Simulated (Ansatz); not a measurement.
Br···CH₄S (SMILES [Br-].CS) (charge −1)

Input file:

```
crystal:
  periodic: [false, false, false]
  atoms:
    - {symbol: Br, position_ang: [-0.092606, -0.136820, -2.915366]}
    - {symbol: C, position_ang: [0.379486, 0.168438, 0.790048]}
    - {symbol: S, position_ang: [-1.292762, -0.461897, 0.499763]}
    - {symbol: H, position_ang: [0.842773, 0.300986, -0.190630]}
    - {symbol: H, position_ang: [0.964125, -0.541800, 1.377327]}
    - {symbol: H, position_ang: [0.347104, 1.126885, 1.311077]}
    - {symbol: H, position_ang: [-1.148319, -0.455792, -0.872320]}
basis:
  gaussian: {orbitals: "def2-TZVPPD.json"}
total_charge: -1
hamiltonian: {xc: pbe0, dispersion: d4}
output: {orbitals: {seedname: orbitals}}
```

Launched as:

```sh
ansatz run in.yaml --threads 4 --pin off --events-out ev --progress --plain --max-ram 9574MiB
```

Geometry: PBE0-D4/def2-TZVPD.

Theory: RKS PBE0-D4/def2-TZVPPD in Ansatz 0.2.0.

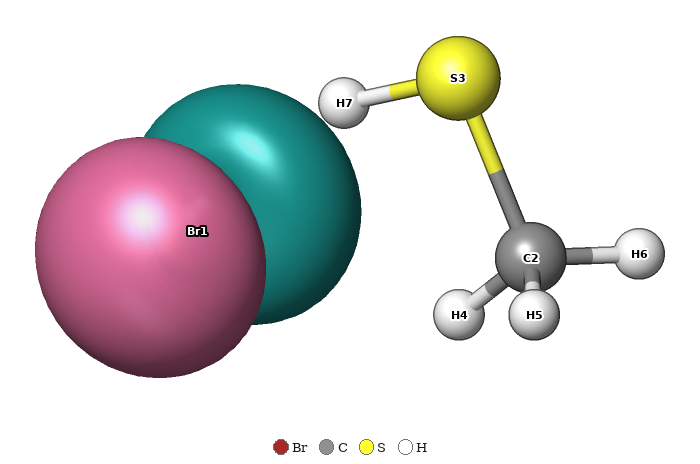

Figure 1. The HOMO at ±0.15 Å⁻³ᐟ² (teal and pink are the two phases), seen at an oblique angle.

What is the character of this orbital?

It lies mainly on Br1 (about 95 %); largely a lone pair of Br1. Its energy is −1.82 eV.

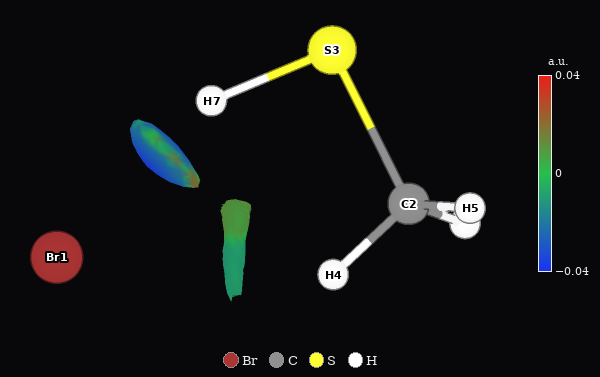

Figure 2. Non-covalent interaction (NCI) plot: the surface where the reduced density gradient is 0.5, for densities under 0.05 a.u., coloured by sign(λ₂)ρ; seen across its widest extent.

What holds or crowds the atoms apart from the covalent bonds?

- H7···Br1 (2.3 Å): an attractive contact (blue)
- Between H4 and C2 on one side and Br1 on the other: a weak contact, attractive (blue-green) on one side and crowded (olive to red) on the other

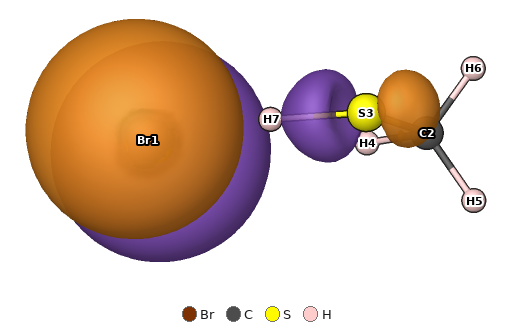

Figure 3. The HOMO−1 at ±0.08 Å⁻³ᐟ² (orange and purple are the two phases), seen from one side.

Where does this orbital lie, and at what energy?

By Hirshfeld shares it lies mainly on Br1 (about 95 %); largely a lone pair of Br1. Its energy is −1.85 eV.
